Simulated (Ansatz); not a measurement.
# Decaying states in the gap of NaMg2BCl2O3, part 2 of 3

A new crystal, NaMg2BCl2O3: structure, gap and complex bands. It is built by putting Mg for Zn, Na for K in the KZn2BCl2O3 structure of space group R32, with the volume rescaled by atomic radii. The parent structure comes from the Materials Project.

Ansatz 0.2.0; r2SCAN DFT, plane waves, PAW files (the session's first sound run).

So far. Step 2 (Cell and atoms at rest): The largest force component on a free atom ends at 0.0061 eV/Å.

The structure was built from a prototype and need not be the compound's stable phase.

## Step 3: The bulk crystal and its band edges

The energy window and the wavevectors of the next steps follow from the band edges, so these are searched first, off the mesh as well.

Contents of input.yaml:

```yaml
crystal:
  lattice:
    - [2.4417429575, 1.4097409538, 8.6772202406]
    - [-2.4417429575, 1.4097409538, 8.6772202406]
    - [0.0, -2.8194819076, 8.6772202406]
  atoms:
    - { symbol: Na, position: [0.5, 0.5, 0.5] }
    - { symbol: Mg, position: [0.3031695309, 0.3031695309, 0.3031695309] }
    - { symbol: Mg, position: [0.6968304691, 0.6968304691, 0.6968304691] }
    - { symbol: B, position: [0.0, 0.0, 0.0] }
    - { symbol: Cl, position: [0.213230607, 0.213230607, 0.213230607] }
    - { symbol: Cl, position: [0.786769393, 0.786769393, 0.786769393] }
    - { symbol: O, position: [0.7192377806, 0.0, 0.2807622194] }
    - { symbol: O, position: [0.0, 0.2807622194, 0.7192377806] }
    - { symbol: O, position: [0.2807622194, 0.7192377806, 0.0] }
kpoints:
  mp_grid: { grid: [6, 6, 6] }
  band_path: { path: [VBM, CBM], npoints: 30 }
scf:
  occupations: { method: fixed }
hamiltonian:
  xc: r2scan
output:
  eigenvalues: true
  write_potential: true
  write_density: true
  volumetric_format: npy
  elf: true
```

Command:

```console
ansatz run input.yaml --threads 2 --pin off --max-ram 4096MiB --backend cpu --events-out ev --progress --plain --runs-dir out
```

Numbers of over 12 decimals in the logs are rounded to 6 here.

Output:

```text
[...]
Crystal: 9 atoms, lattice volume = 179.214 Å³
Basis set: ecut = 500 eV, 4531 PW (Γ), FFT grids on a1−a2, a2, −a2+a3, exchange–correlation on 144×288×144 points (64 copies of the dense FFT grid, shifted against one another)
Bands: 41, of which v1, the nominal top of the filled ones, is band 32 counted from 1 (31 counted from 0)
Symmetry: 6 space group operations
[...]
k-points: 32 of 216 (time reversal used)
[...]
SCF iter   1: F=—  HF=-9385.530751 eV  |F-HF|=—  |Δ(HF+E_count)|=         —  Δρ=6.61e-3  dr2=4.56e-2  dr2_τ=4.64e-1  ethr=1.77e-3  ⟨swp⟩=5.2  Hψ=4660  notcnv=0  defer=216
[...]
SCF iter   7: F=-9385.707611 eV  HF=-9385.707611 eV  |F-HF|=4.12e-8  |Δ(HF+E_count)|=   4.67e-7  Δρ=4.08e-6  dr2=3.88e-8  dr2_τ=2.67e-9  ethr=1.56e-10  ⟨swp⟩=12.9  Hψ=6399  notcnv=0
SCF 1 converged in 7 iterations: F = -9385.707611 eV  dr2 = 3.88e-8
[...]
NSCF: frozen V_eff on 32 k-points
[...]
SCF converged after 7 iterations
Free energy (F): -9385.707611 eV
[...]
Internal energy: -9385.707611 eV  (E = F + TS)
E sigma→0 (E₀):  -9385.707611 eV
Fermi energy:    0.178241 eV
[...]
--- Band table (eV; the first three rows and the last of 32) ---
  k-point 0: bands = [... 28 lower, -0.3451, -0.3451, -0.1485, -0.1485, 5.2275, 7.3988, 8.5674, 8.6999, ... 5 higher]
  k-point 1: bands = [... 28 lower, -0.4584, -0.2851, -0.2392, -0.1570, 5.6742, 7.5816, 8.5254, 8.7213, ... 5 higher]
  k-point 2: bands = [... 28 lower, -0.4821, -0.4010, -0.2477, -0.0493, 6.7088, 7.9241, 8.2258, 8.7690, ... 5 higher]
  k-point 31: bands = [... 28 lower, -0.3282, -0.3282, -0.1686, -0.1686, 6.0636, 6.1451, 8.7971, 8.8474, ... 5 higher]
```

Run time: 24 s. Hardware: 2 threads of AMD EPYC 9R45, shared host; peak memory 0.91 GiB; 47 s of CPU time.

Numbers from this step:

```
Fermi energy        : 0.1782 eV
gap on the k-mesh   : 5.049 eV
gap on path         : 5.049 eV, by band count; negative where bands overlap
direct gap on path  : 5.376 eV
edge places on path : 0, 0.8577 1/A along the path
```

Electronic bands along the path, in eV, zero at the Fermi level (highest filled level under fixed occupations); v1 is the highest filled band, c1 the lowest empty one:

```csv
point,v4,v3,v2,v1,c1,c2
VBM,-0.58,-0.54,-0.38,0.00,7.92,7.97
CBM,-0.52,-0.52,-0.33,-0.33,5.05,7.22
```

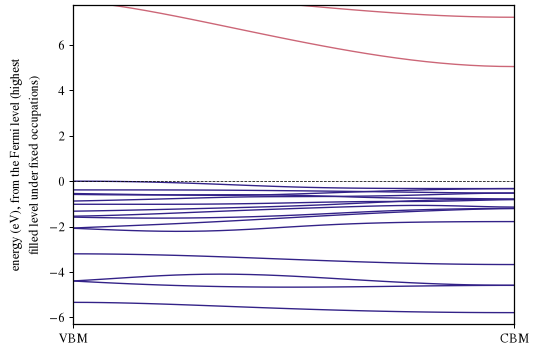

Electronic bands along the path; lines of filled and empty bands in two colours.

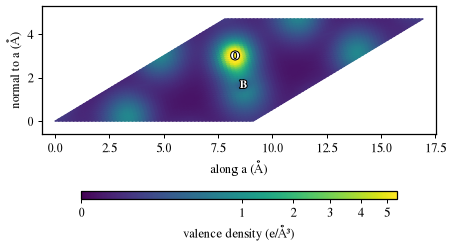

Valence density in the ac plane of the cell as run, not the conventional one, at fractional y = 0.000, with atoms of B and O within 0.2 Å of it. It is the smooth field of the valence electrons, not physical close to the nuclei. The map starts off the cell's origin, so that atoms lie inside it. The colour scale is stretched toward low values.

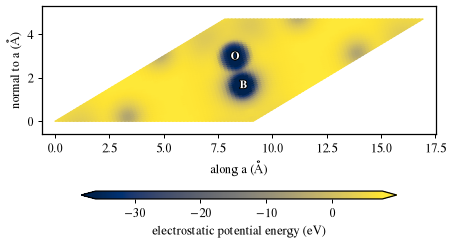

Electrostatic potential energy in the ac plane of the cell as run, not the conventional one, at fractional y = 0.000, with atoms of B and O within 0.2 Å of it. With pseudopotentials it is smooth inside the atoms' cores, unlike the true potential. The map starts off the cell's origin, so that atoms lie inside it.

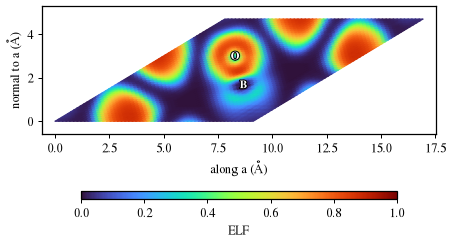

ELF in the ac plane of the cell as run, not the conventional one, at fractional y = 0.000, with atoms of B and O within 0.2 Å of it. It is the smooth field of the valence electrons, not physical close to the nuclei. The map starts off the cell's origin, so that atoms lie inside it.

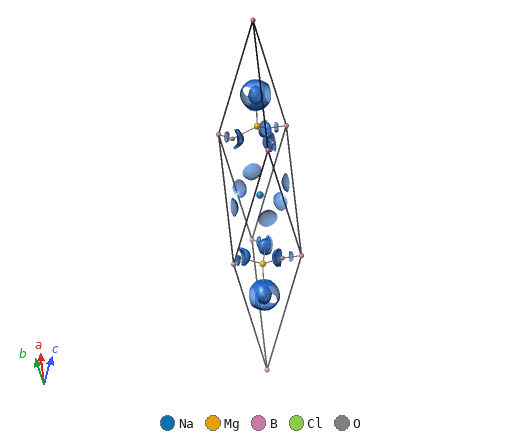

Surface of ELF = 0.81. Drawn on the cell as run, not the conventional one. Bonds to atoms that aren't drawn are left out.

The searched edges give 5.05 eV, as on the mesh.

## Step 4: Complex bands

This step: r2SCAN DFT, plane waves, PAW files; complex bands by layer matching along the plane's normal (Ansatz 0.2.0).

The same crystal is laid in a cell whose first two vectors span the (001) plane (indices of the standard conventional cell, whose axes can be ordered otherwise than in the bulk input). At fixed energy and wavevector in the plane the solver finds all kz, real and complex. A few wavevectors are listed, (0, 0), (-0.3333, 0.3333) and (0.5, 0) in units of the plane's reciprocal vectors; the slowest state needn't be among them.

Contents of input.yaml:

```yaml
crystal:
  lattice:
    - [4.883485915, 0.0, 0.0]
    - [2.441742957, 4.229222861, 0.0]
    - [2.441742957, 1.409740954, 8.677220241]
  atoms:
    - { symbol: Na, position: [0.5, 0.5, 0.5] }
    - { symbol: Mg, position: [0.6968304691, 0.6968304691, 0.9095085927] }
    - { symbol: Mg, position: [0.3031695309, 0.3031695309, 0.0904914073] }
    - { symbol: B, position: [0.0, 0.0, 0.0] }
    - { symbol: Cl, position: [0.786769393, 0.786769393, 0.639691821] }
    - { symbol: Cl, position: [0.213230607, 0.213230607, 0.360308179] }
    - { symbol: O, position: [0.0, 0.7192377806, 0.0] }
    - { symbol: O, position: [0.7192377806, 0.2807622194, 0.0] }
    - { symbol: O, position: [0.2807622194, 0.0, 0.0] }
kpoints:
  mp_grid: { grid: [6, 6, 6] }
scf:
  occupations: { method: fixed }
hamiltonian:
  xc: r2scan
output:
  eigenvalues: true
  transmission:
    leads: [[0, 0]]
    kpoints: [[0.0, 0.0], [-0.3333, 0.3333], [0.5, 0.0]]
    e_range: [-1.0, 6.05]
    de: 0.14
```

Output:

```text
[...]
Crystal: 9 atoms, lattice volume = 179.214 Å³
Basis set: ecut = 500 eV, 4531 PW (Γ), exchange–correlation on 144×144×288 points (64 copies of the dense FFT grid, shifted against one another)
Bands: 41, of which v1, the nominal top of the filled ones, is band 32 counted from 1 (31 counted from 0)
Symmetry: 6 space group operations
[...]
k-points: 32 of 216 (time reversal used)
[...]
SCF iter   1: F=—  HF=-9385.530797 eV  |F-HF|=—  |Δ(HF+E_count)|=         —  Δρ=6.61e-3  dr2=4.55e-2  dr2_τ=4.64e-1  ethr=1.77e-3  ⟨swp⟩=5.2  Hψ=4671  notcnv=0  defer=217
[...]
SCF iter   7: F=-9385.707611 eV  HF=-9385.707611 eV  |F-HF|=4.60e-8  |Δ(HF+E_count)|=   3.93e-7  Δρ=4.36e-6  dr2=4.20e-8  dr2_τ=3.06e-9  ethr=1.56e-10  ⟨swp⟩=12.9  Hψ=6500  notcnv=0
SCF 1 converged in 7 iterations: F = -9385.707611 eV  dr2 = 4.20e-8
[...]
transmission: 12 of 36 steps passed
transmission: 24 of 36 steps passed
transmission: 36 of 36 steps passed
SCF converged after 7 iterations
Free energy (F): -9385.707611 eV
[...]
Internal energy: -9385.707611 eV  (E = F + TS)
E sigma→0 (E₀):  -9385.707611 eV
Fermi energy:    0.178247 eV
[...]
--- Band table (eV; the first three rows and the last of 32) ---
  k-point 0: bands = [... 28 lower, -0.3451, -0.3451, -0.1485, -0.1485, 5.2275, 7.3988, 8.5674, 8.6999, ... 5 higher]
  k-point 1: bands = [... 28 lower, -0.3618, -0.3070, -0.1952, -0.1240, 5.3369, 7.1520, 8.5694, 8.8435, ... 5 higher]
  k-point 2: bands = [... 28 lower, -0.3560, -0.2886, -0.2148, -0.1316, 5.6449, 6.6433, 8.6690, 8.9235, ... 5 higher]
  k-point 31: bands = [... 28 lower, -0.4415, -0.3349, -0.2106, 0.1782, 8.0937, 8.1480, 8.4371, 8.5748, ... 5 higher]
--- Transmission ---
  basis      : 211 plane waves across, 12 finite elements along
  points     : 3, as listed
  energies   : 51 from -1.000000 to 6.000000 eV about the Fermi level, 0.140000 eV apart; the leads are filled to 2.524644 eV, and channels, transmission and decay are at 2.500000 eV
  crystal 0  : Mg2B1O3Cl2Na1, at the sites [0, 0], period 8.6772 Å: whole cells are its period
    offset         : up to 0.0000 Å between an atom of the period and one for which it stands
    channels       : 0.000000e0 a spin
    conductance    : none, the energies end too early or step too widely for 300 K: set another output.transmission.e_range or a lower de, or, where they end at an eighth of basis.ecutwfc, a higher one
    slowest decay  : 0.4688 /Å at (0.0000, 0.0000)
```

Elapsed: 25 s, on 2 threads; peak memory 1.2 GiB.

Numbers from this step:

| Quantity | Value |
| --- | --- |
| level to which the leads are filled | 2.525 eV from the Fermi level |
| decay constant at the filling level, zone centre | 0.4688 Å⁻¹ |
| decay constant at the filling level, slowest listed point | 0.4688 Å⁻¹ |

K parallel (0, 0); values up to 1.5 1/Å, a degenerate pair printed once or twice; energies at which all values exceed this have no row. The Im kz of the slowest decaying states by energy, zero at the highest filled level on the SCF mesh:

```csv
energy (eV),decay 1 (Å⁻¹),decay 2 (Å⁻¹),decay 3 (Å⁻¹),decay 4 (Å⁻¹)
-1.000,0.0631,0.268,0.718,1.29
-0.440,0.0595,0.310,0.910,1.11
-0.020,0.400,0.430,0.979,1.17
0.540,0.458,0.642,1.08,1.16
0.960,0.480,0.728,1.08,1.14
1.520,0.490,0.807,1.07,1.11
1.940,0.486,0.851,1.05,1.08
2.500,0.469,0.890,1.03,1.04
3.060,0.437,0.904,1.01,1.01
3.480,0.402,0.903,0.987,0.990
4.040,0.337,0.892,0.960,0.961
4.460,0.266,0.879,0.935,0.939
5.020,0.0616,0.856,0.899,0.908
5.440,0.835,0.868,0.882,-
6.000,0.774,0.803,0.843,0.871
```

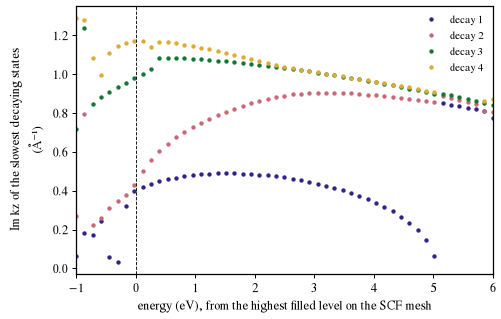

Im kz of the slowest decaying states against energy.

K parallel (-0.3333, 0.3333); values up to 1.5 1/Å, a degenerate pair printed once or twice; energies at which all values exceed this have no row. The Im kz of the slowest decaying states by energy, zero at the highest filled level on the SCF mesh:

```csv
energy (eV),decay 1 (Å⁻¹),decay 2 (Å⁻¹),decay 3 (Å⁻¹),decay 4 (Å⁻¹)
-1.00,0.0627,0.0627,1.27,1.27
-0.02,0.380,0.380,1.16,1.16
0.96,0.586,0.586,1.20,1.20
1.94,0.683,0.683,1.13,1.13
3.06,0.753,0.753,1.02,1.02
4.04,0.820,0.820,0.883,0.883
5.02,0.724,0.724,0.869,0.869
6.00,0.654,0.654,0.784,-
```

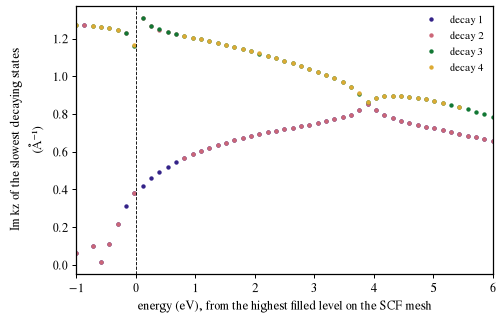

Im kz of the slowest decaying states, plotted against energy.

K parallel (0.5, 0); values up to 1.5 1/Å, a degenerate pair printed once or twice; energies at which all values exceed this have no row. Table of Im kz of the slowest decaying states by energy, zero at the highest filled level on the SCF mesh:

```csv
energy (eV),decay 1 (Å⁻¹),decay 2 (Å⁻¹),decay 3 (Å⁻¹),decay 4 (Å⁻¹)
-1.00,0.299,0.877,1.49,-
-0.02,0.347,0.466,0.964,1.15
0.96,0.562,0.657,0.912,1.47
1.94,0.639,0.736,0.876,1.40
3.06,0.666,0.766,0.831,1.34
4.04,0.655,0.766,0.783,1.27
5.02,0.615,0.721,0.748,1.20
6.00,0.542,0.637,0.715,1.12
```

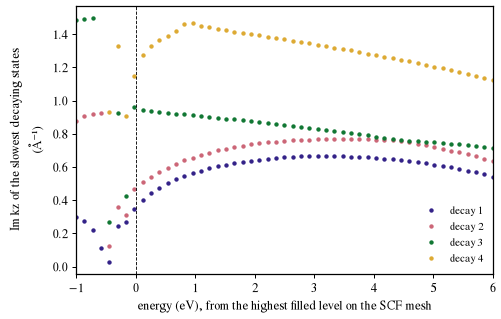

Im kz of the slowest decaying states against energy.

At the listed wavevectors the last open channel is at -0.30 eV and the next at +5.16 eV on the grid, wider than the gap, since narrow bands can fall between grid energies. At +2.50 eV, the grid energy nearest the filling level (the middle of the gap on the SCF mesh), the slowest state at the listed wavevectors decays with κ = 0.469 Å⁻¹, its amplitude falling by e over 2.1 Å. Through 1 nm of this crystal that state's transmission falls by exp(−2 × 0.469 Å⁻¹ × 10 Å) = 8.5e-5.

## Step 5: Decay over the two-dimensional zone

The listed points could miss the slowest state, so one energy near mid-gap is solved on a mesh of 8×8.

input.yaml, as its differences from that of step 4:

```diff
@@ -23,6 +23,2 @@
   eigenvalues: true
-  transmission:
-    leads: [[0, 0]]
-    kpoints: [[0.0, 0.0], [-0.3333, 0.3333], [0.5, 0.0]]
-    e_range: [-1.0, 6.05]
-    de: 0.14
+  transmission: { leads: [[0, 0]], kmesh: [8, 8], e_range: [2.52, 2.53], de: 0.05 }
```

Output:

```text
[...]
Crystal: 9 atoms, lattice volume = 179.214 Å³
Basis set: ecut = 500 eV, 4531 PW (Γ), exchange–correlation on 144×144×288 points (64 copies of the dense FFT grid, shifted against one another)
Bands: 41, of which v1, the nominal top of the filled ones, is band 32 counted from 1 (31 counted from 0)
Symmetry: 6 space group operations
[...]
k-points: 32 of 216 (time reversal used)
[...]
SCF iter   1: F=—  HF=-9385.530797 eV  |F-HF|=—  |Δ(HF+E_count)|=         —  Δρ=6.61e-3  dr2=4.55e-2  dr2_τ=4.64e-1  ethr=1.77e-3  ⟨swp⟩=5.2  Hψ=4671  notcnv=0  defer=217
[...]
SCF iter   7: F=-9385.707611 eV  HF=-9385.707611 eV  |F-HF|=4.60e-8  |Δ(HF+E_count)|=   3.93e-7  Δρ=4.36e-6  dr2=4.20e-8  dr2_τ=3.06e-9  ethr=1.56e-10  ⟨swp⟩=12.9  Hψ=6500  notcnv=0
SCF 1 converged in 7 iterations: F = -9385.707611 eV  dr2 = 4.20e-8
[...]
transmission: 48 of 144 steps passed
transmission: 96 of 144 steps passed
transmission: 144 of 144 steps passed
SCF converged after 7 iterations
Free energy (F): -9385.707611 eV
[...]
Internal energy: -9385.707611 eV  (E = F + TS)
E sigma→0 (E₀):  -9385.707611 eV
Fermi energy:    0.178247 eV
[...]
--- Band table (eV; the first three rows and the last of 32) ---
  k-point 0: bands = [... 28 lower, -0.3451, -0.3451, -0.1485, -0.1485, 5.2275, 7.3988, 8.5674, 8.6999, ... 5 higher]
  k-point 1: bands = [... 28 lower, -0.3618, -0.3070, -0.1952, -0.1240, 5.3369, 7.1520, 8.5694, 8.8435, ... 5 higher]
  k-point 2: bands = [... 28 lower, -0.3560, -0.2886, -0.2148, -0.1316, 5.6449, 6.6433, 8.6690, 8.9235, ... 5 higher]
  k-point 31: bands = [... 28 lower, -0.4415, -0.3349, -0.2106, 0.1782, 8.0937, 8.1480, 8.4371, 8.5748, ... 5 higher]
--- Transmission ---
  basis      : 211 plane waves across, 12 finite elements along
  points     : 12, standing for a mesh of 8 x 8
  energies   : 1 from 2.520000 to 2.520000 eV about the Fermi level; the leads are filled to 2.524644 eV, and channels, transmission and decay are at 2.520000 eV
[...]
channels       : 0.000000e0 a spin
    conductance    : none, crystal 0 has no channel at the energies, or these end too early or step too widely for 300 K: set another output.transmission.e_range or a lower de, or, where they end at an eighth of basis.ecutwfc, a higher one
    slowest decay  : 0.4679 /Å at (0.0000, 0.0000)
```

The job ended after 15 s (2 threads; peak memory 1.3 GiB; 29 s of CPU time).

Numbers from this step:

```yaml
least_decay_constant_on_the_mesh: 0.4679 Å⁻¹
```

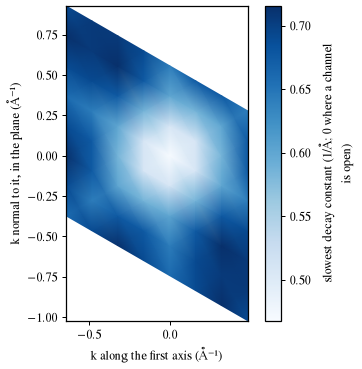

Slowest decay constant (1/Å; 0 where a channel is open) over k1 and k2. At 2.5200 eV from the Fermi level.

The least value on the mesh is 0.468 Å⁻¹ at +2.52 eV. At that energy the listed points give about 0.468 Å⁻¹ by interpolation, so the mesh holds no clearly slower state.

## Step 6: Band edges at another level, cutoff 1290 eV

This step: r2SCAN DFT, plane waves, norm-conserving files (Ansatz 0.2.0).

The edges again with norm-conserving files, at the same atoms. Against that run the cutoff is 1290 eV against 500.

Contents of input.yaml:

```yaml
crystal:
  lattice:
    - [2.4417429575, 1.4097409538, 8.6772202406]
    - [-2.4417429575, 1.4097409538, 8.6772202406]
    - [0.0, -2.8194819076, 8.6772202406]
  atoms:
    - { symbol: Na, position: [0.5, 0.5, 0.5] }
    - { symbol: Mg, position: [0.3031695309, 0.3031695309, 0.3031695309] }
    - { symbol: Mg, position: [0.6968304691, 0.6968304691, 0.6968304691] }
    - { symbol: B, position: [0.0, 0.0, 0.0] }
    - { symbol: Cl, position: [0.213230607, 0.213230607, 0.213230607] }
    - { symbol: Cl, position: [0.786769393, 0.786769393, 0.786769393] }
    - { symbol: O, position: [0.7192377806, 0.0, 0.2807622194] }
    - { symbol: O, position: [0.0, 0.2807622194, 0.7192377806] }
    - { symbol: O, position: [0.2807622194, 0.7192377806, 0.0] }
kpoints:
  mp_grid: { grid: [6, 6, 6] }
  band_path: { path: [VBM, CBM], npoints: 30 }
scf:
  occupations: { method: fixed }
hamiltonian:
  xc: r2scan
  pseudopotentials: { kind: nc }
output:
  eigenvalues: true
```

Output:

```text
[...]
Crystal: 9 atoms, lattice volume = 179.214 Å³
Basis set: ecut = 1290 eV, 18915 PW (Γ), FFT grids on a1−a3, a2−a3, a3
Bands: 41, of which v1, the nominal top of the filled ones, is band 32 counted from 1 (31 counted from 0)
Symmetry: 6 space group operations
[...]
k-points: 32 of 216 (time reversal used)
[...]
SCF iter   1: F=—  HF=-6974.460791 eV  |F-HF|=—  |Δ(HF+E_count)|=         —  Δρ=7.92e-2  dr2=7.96e0  dr2_τ=1.45e1  ethr=3.10e-3  ⟨swp⟩=7.4  Hψ=5959  notcnv=0  defer=221
[...]
SCF iter   9: F=-6971.525299 eV  HF=-6971.525299 eV  |F-HF|=1.97e-9  |Δ(HF+E_count)|=   6.42e-8  Δρ=2.37e-6  dr2=8.90e-9  dr2_τ=2.87e-8  ethr=1.37e-10  ⟨swp⟩=5.3  Hψ=3900  notcnv=0
SCF 1 converged in 9 iterations: F = -6971.525299 eV  dr2 = 8.90e-9
[...]
SCF converged after 9 iterations
Free energy (F): -6971.525299 eV
[...]
Internal energy: -6971.525299 eV  (E = F + TS)
E sigma→0 (E₀):  -6971.525299 eV
Fermi energy:    0.162161 eV
[...]
--- Band table (eV; the first three rows and the last of 32) ---
  k-point 0: bands = [... 28 lower, -0.3712, -0.3712, -0.1772, -0.1772, 5.2008, 7.3706, 8.5408, 8.6680, ... 5 higher]
  k-point 1: bands = [... 28 lower, -0.4852, -0.3100, -0.2678, -0.1845, 5.6473, 7.5536, 8.4961, 8.6921, ... 5 higher]
  k-point 2: bands = [... 28 lower, -0.5091, -0.4293, -0.2735, -0.0688, 6.6816, 7.8968, 8.1969, 8.7381, ... 5 higher]
  k-point 31: bands = [... 28 lower, -0.3548, -0.3548, -0.1970, -0.1970, 6.0361, 6.1175, 8.7743, 8.8135, ... 5 higher]
```

The job ended after 2 min (2 threads; peak memory 1.4 GiB; 3.9 min of CPU time).

Numbers from this step:

| Property | Result |
| --- | --- |
| free energy | -6971.5253 eV |
| Fermi energy | 0.1622 eV |
| gap on the k-mesh | 5.039 eV |
| gap on path | 5.039 eV, by band count; negative where bands overlap |
| direct gap on path | 5.378 eV |
| edge places on path | 0, 0.8662 1/A along the path |

Electronic bands along the path, in eV, zero at the Fermi level (highest filled level under fixed occupations); v1 is the highest filled band, c1 the lowest empty one:

```csv
point,v4,v3,v2,v1,c1,c2
VBM,-0.63,-0.52,-0.40,0.00,7.91,7.95
CBM,-0.53,-0.53,-0.34,-0.34,5.04,7.21
```

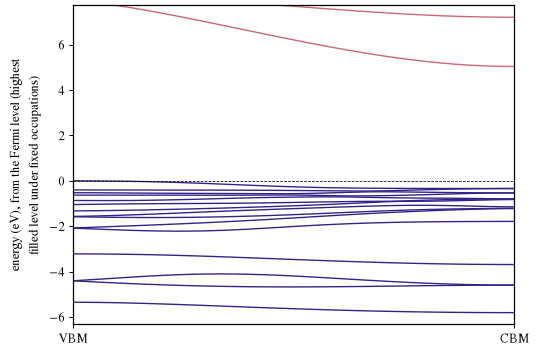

Electronic bands along the path; lines of filled and empty bands in two colours.

The searched edges give 5.04 eV, as on the mesh.

[end of part 2 of 3]

[Logs are printed without paths, hosts, clocks, repeated set-up lines and the standing remarks that a program may print on its own settings, such as how far it seeks lower states.]

[Hosts, paths, dates, database ids (printed as entryN), source tags and the programs' standing remarks are cut or masked in the printed files.]

[New means built here by substitution; the compound itself may be known and measured.]
